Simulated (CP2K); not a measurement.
Consider sulfur hexafluoride at its PBE geometry (Å).

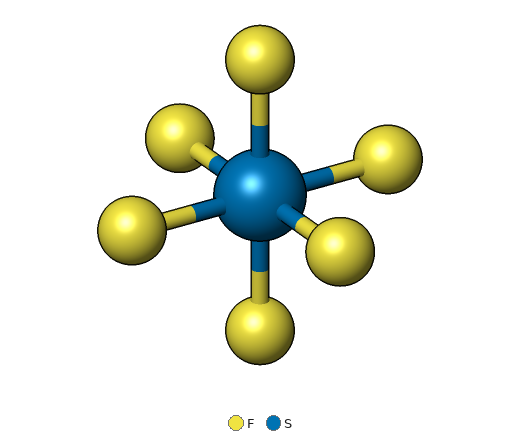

The molecule (fluorine yellow, sulfur blue).

```xyz
7

F     1.5894    0.0000    0.0000
S     0.0000    0.0000    0.0000
F    -1.5894    0.0000    0.0000
F     0.0000    1.5894    0.0000
F     0.0000   -1.5894    0.0000
F     0.0000    0.0000    1.5894
F     0.0000    0.0000   -1.5894
```

Method: CP2K XAS_TDP, all-electron GAPW, PBEh(45%), aug-cc-pVDZ, TDA, GW2X-corrected core level, no relativity.

Q: Where do the F K-edge lines lie, and how strong are they?

Leading lines: F1 687.37 eV. The leading line of an atom is its first one with 35 % of the strongest within 2.5 eV of its lowest line over the strength cut. Core ionisation energies at this level: F1 694.23 eV.

The first six lines of each atom with a strength over 0.0015:

| atom | energy (eV) | states | strength, one atom | above the computed threshold |
| --- | --- | --- | --- | --- |
| F1 (bonded to S), 6 alike | 687.37 | 1 | 0.0343 |  |
|  | 692.95 | 1 | 0.0055 |  |
|  | 693.16 | 1 | 0.0054 |  |
|  | 693.57 | 2 | 0.0118 |  |
|  | 694.52 | 1 | 0.0017 | yes |
|  | 696.14 | 1 | 0.0015 | yes |

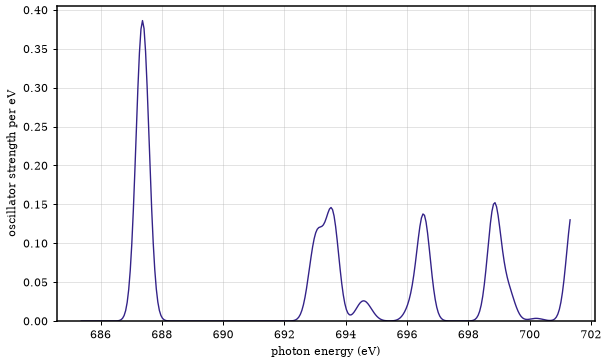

All atoms added, broadened by 0.5 eV.

Lines are vertical, at one geometry, with no vibrational structure. GW2X ionisation energies and lines can be off by 1 to 2 eV either way, and a good line position may hide errors that cancel. These values hold no scalar relativity, about 0.7 eV for F 1s. Rydberg lines, and the discretised continuum above threshold, depend on the basis and the box.

[Banner, clock and machine lines of the logs are left out without a mark of their own.]

[Logs are printed without paths, hosts, clocks, repeated set-up lines and the standing remarks that a program may print on its own settings, such as how far it seeks lower states.]

[Hosts, paths, dates, database ids (printed as entryN), source tags and the programs' standing remarks are cut or masked in the printed files.]
